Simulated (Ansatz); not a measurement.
**GaPHCl (quintet): wave-function methods side by side, cc-pVDZ**

Aim: climb from Hartree-Fock through coupled cluster for GaPHCl (quintet) at one geometry and basis, and see what each rung misses.

Program: Ansatz 0.2.0, Gaussian basis. Level of theory: cc-pVDZ, core rule «outside noble gas», up to 24 orbitals frozen. These are calculated values, not measurements.

Plan: UHF; CCSD(T) on ROHF; CCSD(T) on UHF; BCCD(T) on ROHF; CISD as a restricted active space (open shells left free, so some higher excitations enter); CCSDT(Q) on ROHF; CCSDT(Q) on UHF.

4 further runs of the same task are left out: 1 for a known fault of the program, 3 set aside as unsound or not needed. Runs told in other sessions of the task aren't counted.

## 1. What is computed

The geometry is a PBE0/def2-TZVP stationary point (not a proven minimum) of the parent state, kept for this charge and spin. No spin-orbit coupling is included. The filled d shell of Ga may be among the frozen orbitals whatever the setting's name suggests.

4 atoms, charge 0, spin multiplicity 5.

Atoms are counted from 1 here; the program's logs count them from 0.

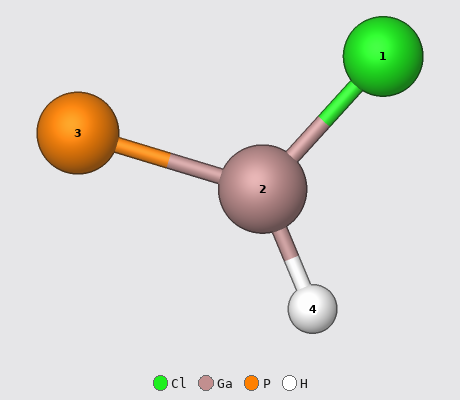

The structure; chlorine green, gallium pink, phosphorus orange, hydrogen white; atoms are numbered from 1 in the order of the file.

In the tables R marks a restricted open-shell determinant and U an unrestricted one; energies count from the table's Hartree-Fock row.

## 2. UHF

in.yaml reads:

```yaml
crystal:
  periodic: [false, false, false]
  atoms:
    - {symbol: Cl, position_ang: [0.000000, -0.627156, 1.777412]}
    - {symbol: Ga, position_ang: [0.000000, 0.566923, -0.017738]}
    - {symbol: P, position_ang: [0.000000, -0.627024, -2.001300]}
    - {symbol: H, position_ang: [0.000000, 2.111491, 0.208287]}
basis:
  gaussian: {orbitals: cc-pVDZ}
magnetization: {spin_polarized: true, initial_magnetization: 4}
hamiltonian: {xc: hf}
output: {orbitals: {seedname: orbitals}}
```

Launch:

```console
ansatz run in.yaml --threads 1 --pin off --events-out ev --progress --plain --max-ram 2560MiB --backend cpu
```

Log:

```text
Functional definition: HF
  name "HF"
  cite "Fock, Z. Phys. 61, 126 (1930) doi:10.1007/BF01340294"
  parent pbe
  exchange = exact_x
  correlation = 0
753 factors; integrals over basis functions are off by at most 8.4e-4 eV
mean field evaluation 1: about -74119.3842 eV, gradient 1.1e1 eV
mean field evaluation 2: about -74119.3945 eV, gradient 1.1e1 eV
mean field evaluation 4: about -74120.7723 eV, gradient 2.0e0 eV
mean field evaluation 8: about -74120.9789 eV, gradient 1.6e-1 eV
mean field evaluation 16: about -74121.5132 eV, gradient 1.7e0 eV
mean field evaluation 32: about -74118.8740 eV, gradient 1.4e1 eV
mean field evaluation 64: about -74120.0919 eV, gradient 5.2e-1 eV
mean field evaluation 96: about -74108.8806 eV, gradient 1.3e1 eV
mean field -74121.85058451 eV, -2723.9277673859 hartree, gradient 5.1e-6 eV, S^2 6.010466; 2 other end points of the search recorded, 0 dependent functions left out
reference -74121.85058451 eV, -2723.9277673859 hartree; 34, 30 occupied and 34, 38 virtual orbitals, 753 factors
Total energy: -74121.85058451 eV, -2723.9277673859 hartree
```

Run time: 4.7 s. Hardware: 1 thread of AMD EPYC 7R13, shared host.

From the report: ⟨S²⟩ of the determinant 6.010 (pure quintet: 6.00).

## 3. CCSD(T) on ROHF

Edit in.yaml of step 2 so:

```diff
@@ -9,4 +9,3 @@
   gaussian: {orbitals: cc-pVDZ}
-magnetization: {spin_polarized: true, initial_magnetization: 4}
-hamiltonian: {xc: hf}
-output: {orbitals: {seedname: orbitals}}
+magnetization: {spin_polarized: false, initial_magnetization: 4}
+correlation: {method: ccsd_t, electrons: outside_noble_gas}
```

Same command.

Log (excerpt; [...] marks lines left out):

```text
Functional definition: HF
  name "HF"
  cite "Fock, Z. Phys. 61, 126 (1930) doi:10.1007/BF01340294"
  parent pbe
[...]
753 factors; integrals over basis functions are off by at most 8.4e-4 eV
[...]
mean field -74121.78505463 eV, -2723.9253592072 hartree, gradient 3.9e-6 eV, S^2 6.000000; 14 other end points of the search recorded, 0 dependent functions left out
[...]
determinant -74121.78505463 eV, -2723.9253592072 hartree, with singles and doubles -74129.98923238 eV, -2724.2268571787 hartree
determinant -74120.88459474 eV, -2723.8922679168 hartree, with singles and doubles -74129.20807007 eV, -2724.1981499932 hartree
determinant -74119.75391428 eV, -2723.8507161762 hartree, with singles and doubles -74127.91234830 eV, -2724.1505330963 hartree
determinant -74118.80907871 eV, -2723.8159941096 hartree, with singles and doubles -74127.11523969 eV, -2724.1212398954 hartree
determinant -74118.50030057 eV, -2723.8046467221 hartree, with singles and doubles -74127.41967629 eV, -2724.1324277341 hartree
determinant -74118.46821123 eV, -2723.8034674605 hartree, with singles and doubles -74126.81157341 eV, -2724.1100803652 hartree
24 core orbitals not correlated: weight in the atoms' cores, before any rotation towards them, 0.986 or more for the frozen orbitals, at most 0.016 for the correlated occupied ones
reference -74121.78505463 eV, -2723.9253592072 hartree; 10, 6 occupied and 34, 38 virtual orbitals, 753 factors
second order -7.04258431 eV of doubles, -0.03431435 eV of singles
cycle   1  -8.20494501 eV  change   -7.7e-4 eV  update   4.1e-3
[...]
cycle   9  -8.20900263 eV  change   -2.0e-6 eV  update   1.2e-5
perturbative correction -0.21431847 eV, -0.0078760584 hartree
Total energy: -74130.20837572 eV, -2724.2349105479 hartree
```

Run time: 31 s. Hardware: 1 thread of AMD EPYC 7R13, shared host.

From the report: correlation -8.4233 eV; T1 0.029; largest double amplitude 0.04.

## 4. CCSD(T) on UHF

Edit in.yaml of step 3 so:

```diff
@@ -9,3 +9,3 @@
   gaussian: {orbitals: cc-pVDZ}
-magnetization: {spin_polarized: false, initial_magnetization: 4}
+magnetization: {spin_polarized: true, initial_magnetization: 4}
 correlation: {method: ccsd_t, electrons: outside_noble_gas}
```

Same command.

Log (excerpt; [...] marks lines left out):

```text
Functional definition: HF
  name "HF"
  cite "Fock, Z. Phys. 61, 126 (1930) doi:10.1007/BF01340294"
  parent pbe
[...]
753 factors; integrals over basis functions are off by at most 8.4e-4 eV
[...]
mean field -74121.85058451 eV, -2723.9277673859 hartree, gradient 9.6e-7 eV, S^2 6.010466; 14 other end points of the search recorded, 0 dependent functions left out
determinant -74121.85058451 eV, -2723.9277673859 hartree, with singles and doubles -74129.99467945 eV, -2724.2270573548 hartree
determinant -74120.98053801 eV, -2723.8957937669 hartree, with singles and doubles -74129.21649220 eV, -2724.1984595008 hartree
determinant -74120.09891029 eV, -2723.8633945457 hartree, with singles and doubles -74127.92344691 eV, -2724.1509409628 hartree
determinant -74118.85845590 eV, -2723.8178086878 hartree, with singles and doubles -74127.11955547 eV, -2724.1213984973 hartree
determinant -74118.82507156 eV, -2723.8165818360 hartree, with singles and doubles -74127.50369657 eV, -2724.1355154223 hartree
determinant -74118.74482417 eV, -2723.8136327985 hartree, with singles and doubles -74126.82175011 eV, -2724.1104543521 hartree
24 core orbitals not correlated: weight in the atoms' cores, before any rotation towards them, 0.986 or more for the frozen orbitals, at most 0.016 for the correlated occupied ones
reference -74121.85058451 eV, -2723.9277673859 hartree; 10, 6 occupied and 34, 38 virtual orbitals, 753 factors
second order -7.00263665 eV of doubles, -0.00000000 eV of singles
cycle   1  -8.14498795 eV  change   -8.9e-4 eV  update   4.3e-3
[...]
cycle   9  -8.14960313 eV  change   -4.6e-6 eV  update   9.0e-6
perturbative correction -0.21365518 eV, -0.0078516829 hartree
Total energy: -74130.21384282 eV, -2724.2351114599 hartree
```

It took 29 s on 1 thread of AMD EPYC 7R13, shared host.

From the report: ⟨S²⟩ of the determinant 6.010 (pure quintet: 6.00); correlation -8.3633 eV; T1 0.030; largest double amplitude 0.04.

## 5. BCCD(T) on ROHF

Edit in.yaml of step 4 so:

```diff
@@ -9,3 +9,3 @@
   gaussian: {orbitals: cc-pVDZ}
-magnetization: {spin_polarized: true, initial_magnetization: 4}
-correlation: {method: ccsd_t, electrons: outside_noble_gas}
+magnetization: {spin_polarized: false, initial_magnetization: 4}
+correlation: {method: bccd_t, electrons: outside_noble_gas}
```

Launched as before.

Log (excerpt; [...] marks lines left out):

```text
Functional definition: HF
  name "HF"
  cite "Fock, Z. Phys. 61, 126 (1930) doi:10.1007/BF01340294"
  parent pbe
[...]
753 factors; integrals over basis functions are off by at most 8.4e-4 eV
[...]
mean field -74121.78505463 eV, -2723.9253592072 hartree, gradient 3.9e-6 eV, S^2 6.000000; 14 other end points of the search recorded, 0 dependent functions left out
[...]
determinant -74121.78505463 eV, -2723.9253592072 hartree, with singles and doubles -74129.98923238 eV, -2724.2268571787 hartree
determinant -74120.88459474 eV, -2723.8922679168 hartree, with singles and doubles -74129.20807007 eV, -2724.1981499932 hartree
determinant -74119.75391428 eV, -2723.8507161762 hartree, with singles and doubles -74127.91234830 eV, -2724.1505330963 hartree
determinant -74118.80907871 eV, -2723.8159941096 hartree, with singles and doubles -74127.11523969 eV, -2724.1212398954 hartree
determinant -74118.50030057 eV, -2723.8046467221 hartree, with singles and doubles -74127.41967629 eV, -2724.1324277341 hartree
determinant -74118.46821123 eV, -2723.8034674605 hartree, with singles and doubles -74126.81157341 eV, -2724.1100803652 hartree
24 core orbitals not correlated: weight in the atoms' cores, before any rotation towards them, 0.986 or more for the frozen orbitals, at most 0.016 for the correlated occupied ones
reference -74121.78505463 eV, -2723.9253592072 hartree; 10, 6 occupied and 34, 38 virtual orbitals, 753 factors
second order -7.04258431 eV of doubles, -0.03431435 eV of singles
cycle   1  -8.20072422 eV  change    3.5e-3 eV  update   1.3e-2
[...]
cycle  11  -8.19665132 eV  change   -2.0e-6 eV  update   1.3e-5
perturbative correction -0.22737344 eV, -0.0083558197 hartree
Total energy: -74130.20907939 eV, -2724.2349364070 hartree
```

Wall time 28 s (1 thread of AMD EPYC 7R13, shared host); peak memory 0.25 GiB.

From the report: correlation -8.4240 eV; largest double amplitude 0.04.

## 6. CISD as a restricted active space (open shells left free, so some higher excitations enter)

Edit in.yaml of step 5 so:

```diff
@@ -10,2 +10,2 @@
 magnetization: {spin_polarized: false, initial_magnetization: 4}
-correlation: {method: bccd_t, electrons: outside_noble_gas}
+correlation: {active_space: {ras: {orbitals: [6, 4, 34], electrons: 16, max_holes: 2, max_particles: 2}, fixed_orbitals: true}}
```

The command is unchanged.

Log:

```text
Functional definition: HF
  name "HF"
  cite "Fock, Z. Phys. 61, 126 (1930) doi:10.1007/BF01340294"
  parent pbe
  exchange = exact_x
  correlation = 0
753 factors; integrals over basis functions are off by at most 8.4e-4 eV
mean field evaluation 1: about -74119.8004 eV, gradient 1.6e1 eV
mean field evaluation 2: about -74119.8099 eV, gradient 1.6e1 eV
mean field evaluation 4: about -74121.5867 eV, gradient 3.6e0 eV
mean field evaluation 8: about -74121.7826 eV, gradient 2.4e-1 eV
mean field evaluation 16: about -74119.7538 eV, gradient 7.4e-2 eV
mean field evaluation 32: about -74118.4685 eV, gradient 1.3e-2 eV
mean field evaluation 64: about -74121.7846 eV, gradient 5.6e-2 eV
mean field -74121.78505463 eV, -2723.9253592072 hartree, gradient 3.9e-6 eV, S^2 6.000000; 10 other end points of the search recorded, 0 dependent functions left out
reference -74121.78505463 eV, -2723.9253592072 hartree; 34, 30 occupied and 34, 38 virtual orbitals, 753 factors
state -74129.11230372 eV, -2724.1946306446 hartree
Total energy: -74129.11230372 eV, -2724.1946306446 hartree
```

Run time: 34 s. Hardware: 1 thread of AMD EPYC 7R13, shared host.

From the report: 557,963 determinants.

## 7. CCSDT(Q) on ROHF

Edit in.yaml of step 6 so:

```diff
@@ -10,2 +10,2 @@
 magnetization: {spin_polarized: false, initial_magnetization: 4}
-correlation: {active_space: {ras: {orbitals: [6, 4, 34], electrons: 16, max_holes: 2, max_particles: 2}, fixed_orbitals: true}}
+correlation: {method: ccsdt_q, electrons: outside_noble_gas}
```

Launch:

```console
ansatz run in.yaml --threads 2 --pin off --events-out ev --progress --plain --max-ram 15360MiB --backend cuda --devices 0, --max-vram 18GiB
```

Log (excerpt; [...] marks lines left out):

```text
Functional definition: HF
  name "HF"
  cite "Fock, Z. Phys. 61, 126 (1930) doi:10.1007/BF01340294"
  parent pbe
[...]
1346 factors; integrals over basis functions are off by at most 1.8e-7 eV
[...]
mean field -74121.78537488 eV, -2723.9253709762 hartree, gradient 4.1e-6 eV, S^2 6.000000; 15 other end points of the search recorded, 0 dependent functions left out
[...]
determinant -74121.78537488 eV, -2723.9253709762 hartree, with singles and doubles -74129.98957278 eV, -2724.2268696881 hartree
determinant -74120.88489736 eV, -2723.8922790377 hartree, with singles and doubles -74129.20839634 eV, -2724.1981619835 hartree
determinant -74119.75423478 eV, -2723.8507279543 hartree, with singles and doubles -74127.91268818 eV, -2724.1505455867 hartree
determinant -74119.35257296 eV, -2723.8359671545 hartree, with singles and doubles -74128.11127909 eV, -2724.1578436680 hartree
determinant -74118.80943081 eV, -2723.8160070487 hartree, with singles and doubles -74127.11559859 eV, -2724.1212530846 hartree
determinant -74118.50060858 eV, -2723.8046580412 hartree, with singles and doubles -74127.42000654 eV, -2724.1324398703 hartree
determinant -74118.46852462 eV, -2723.8034789772 hartree, with singles and doubles -74126.81190716 eV, -2724.1100926302 hartree
24 core orbitals not correlated: weight in the atoms' cores, before any rotation towards them, 0.986 or more for the frozen orbitals, at most 0.016 for the correlated occupied ones
reference -74121.78537488 eV, -2723.9253709762 hartree; 10, 6 occupied and 34, 38 virtual orbitals, 1346 factors
second order -7.04261402 eV of doubles, -0.03431386 eV of singles
cycle   1  -7.86967240 eV  change   -7.9e-1 eV  update   9.2e-2
[...]
cycle  22  -8.46198017 eV  change   -5.3e-7 eV  update   1.8e-6
perturbative correction -0.01728982 eV, -0.0006353893 hartree
Total energy: -74130.26464487 eV, -2724.2369784010 hartree
```

It took 12 s on 1 × H100 (card shared with other runs) with 2 threads of AMD EPYC 7R13, shared host; peak host memory 0.95 GiB.

From the report: correlation -8.4793 eV; T1 0.034; largest double amplitude 0.04.

## 8. CCSDT(Q) on UHF

Edit in.yaml of step 7 so:

```diff
@@ -9,3 +9,3 @@
   gaussian: {orbitals: cc-pVDZ}
-magnetization: {spin_polarized: false, initial_magnetization: 4}
+magnetization: {spin_polarized: true, initial_magnetization: 4}
 correlation: {method: ccsdt_q, electrons: outside_noble_gas}
```

The command is unchanged.

Log (excerpt; [...] marks lines left out):

```text
Functional definition: HF
  name "HF"
  cite "Fock, Z. Phys. 61, 126 (1930) doi:10.1007/BF01340294"
  parent pbe
[...]
1346 factors; integrals over basis functions are off by at most 1.8e-7 eV
[...]
mean field -74121.85090432 eV, -2723.9277791388 hartree, gradient 1.2e-6 eV, S^2 6.010466; 14 other end points of the search recorded, 0 dependent functions left out
determinant -74121.85090432 eV, -2723.9277791388 hartree, with singles and doubles -74129.99501968 eV, -2724.2270698578 hartree
determinant -74120.98084007 eV, -2723.8958048674 hartree, with singles and doubles -74129.21682012 eV, -2724.1984715516 hartree
determinant -74120.09923243 eV, -2723.8634063840 hartree, with singles and doubles -74127.92378651 eV, -2724.1509534429 hartree
determinant -74118.85880675 eV, -2723.8178215810 hartree, with singles and doubles -74127.11992206 eV, -2724.1214119693 hartree
determinant -74118.82538182 eV, -2723.8165932378 hartree, with singles and doubles -74127.50402614 eV, -2724.1355275340 hartree
determinant -74118.74513714 eV, -2723.8136443000 hartree, with singles and doubles -74126.82208365 eV, -2724.1104666094 hartree
24 core orbitals not correlated: weight in the atoms' cores, before any rotation towards them, 0.986 or more for the frozen orbitals, at most 0.016 for the correlated occupied ones
reference -74121.85090432 eV, -2723.9277791388 hartree; 10, 6 occupied and 34, 38 virtual orbitals, 1346 factors
second order -7.00266678 eV of doubles, -0.00000000 eV of singles
cycle   1  -7.79355815 eV  change   -7.9e-1 eV  update   9.2e-2
[...]
cycle  22  -8.40254242 eV  change   -4.0e-7 eV  update   1.6e-6
perturbative correction -0.01997624 eV, -0.0007341132 hartree
Total energy: -74130.27342298 eV, -2724.2373009906 hartree
```

It took 8.5 s on 1 × H100 (card shared with other runs) with 2 threads of AMD EPYC 7R13, shared host; peak host memory 0.91 GiB.

From the report: ⟨S²⟩ of the determinant 6.010 (pure quintet: 6.00); correlation -8.4225 eV; T1 0.035; largest double amplitude 0.04.

## 9. All levels against the top one

The yardstick is UCCSDT(Q), where the cluster series has nearly closed. Rows without a time are mean-field rows or come out of runs for another level: lower rungs of the coupled-cluster runs, or the Hartree-Fock search.

Differences are taken before rounding.

```
   method  energy from the lowest ROHF (meV)  from UCCSDT(Q) (meV)         time
      ROHF                               0.0               +8488.4             
      UHF                             -65.5               +8422.8             
     RMP2                           -7076.9               +1411.5             
     UMP2                           -7068.2               +1420.2             
    RCCSD                           -8209.0                +279.4             
    UCCSD                           -8215.1                +273.2             
 RCCSD(T)                           -8423.3                 +65.0         31 s
 UCCSD(T)                           -8428.8                 +59.6         29 s
  BCCD(T)                           -8424.0                 +64.3         28 s
   RCCSDT                           -8462.3                 +26.1             
   UCCSDT                           -8468.4                 +20.0             
RCCSDT(Q)                           -8479.6                  +8.8   12 s (GPU)
UCCSDT(Q)                           -8488.4                     0  8.5 s (GPU)
```

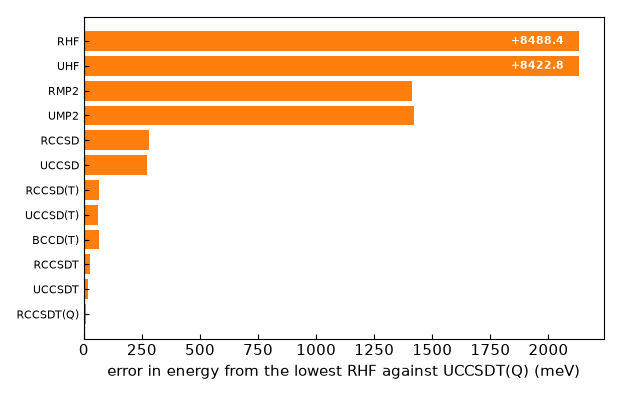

Error of each method against UCCSDT(Q). Bars with a number in them are cut short.

Some runs used a GPU and others CPU threads alone; cost is compared among the CPU runs only.

Not comparable, so not listed: CISD as a restricted active space (open shells left free, so some higher excitations enter) (they don't share determinant, frozen orbitals or solution with the rows shown, or repeat one).

## 10. What came out

```
                         quantity                      value
    UCCSDT(Q) from the ROHF energy                 -8.4884 eV
              RMP2 from UCCSDT(Q)                +1411.5 meV
              UMP2 from UCCSDT(Q)                +1420.2 meV
             RCCSD from UCCSDT(Q)                 +279.4 meV
          RCCSD(T) from UCCSDT(Q)                  +65.0 meV
          UCCSD(T) from UCCSDT(Q)                  +59.6 meV
         RCCSDT(Q) from UCCSDT(Q)                   +8.8 meV
levels within 1 kcal/mol (43 meV)  RCCSDT, UCCSDT, RCCSDT(Q)
                    T1 diagnostic                      0.029
```

**Reading.** RCCSD(T) lands +65.0 meV from the yardstick (0.8 % of the correlation energy). These misses are within one basis, not against nature; the frozen cores of restricted and unrestricted runs differ, which can shift their rows.
